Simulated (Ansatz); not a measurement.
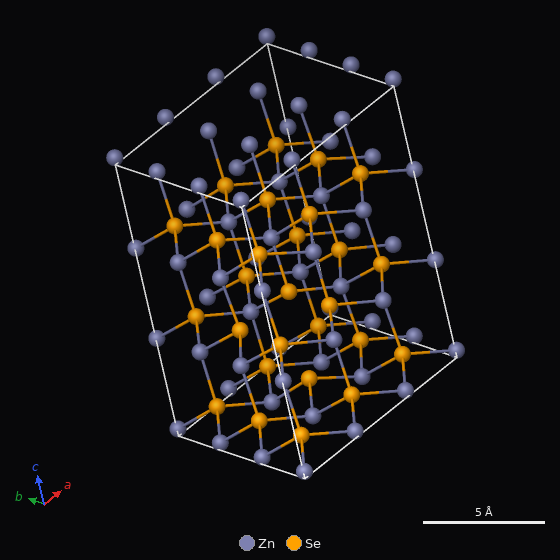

Crystal structure, ball-and-stick style, seen slightly off an axis. The outline marks the supercell. The host is ZnSe, in a cell of 54 sites, and the cell is neutral.

### What imperfection does the supercell contain?

A zinc vacancy. Around the empty site lie four Se at about 2.4 Å.

Method used: Ansatz 0.2.0, DFT PBE, scalar-relativistic, plane waves, PAW. It ran with plane-wave cutoff 420 eV, k-points on a 2×2×2 grid, Gaussian smearing of 0.01 eV, collinear spins.

### Is the defect spin-polarised?

Yes, 1.2 μB in the cell.

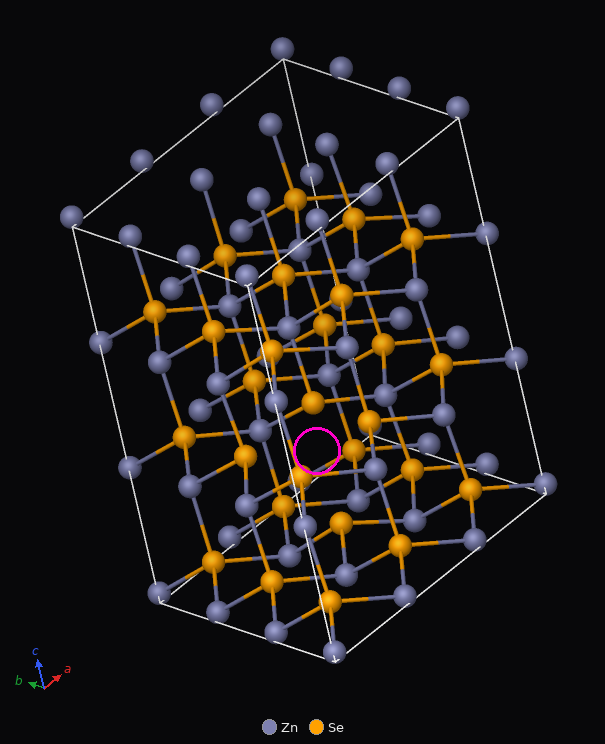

The same cell with a ring at the defect's site.

The atoms were relaxed in the host's cell with Ansatz 0.2.0, DFT PBE, scalar-relativistic, plane waves, PAW.
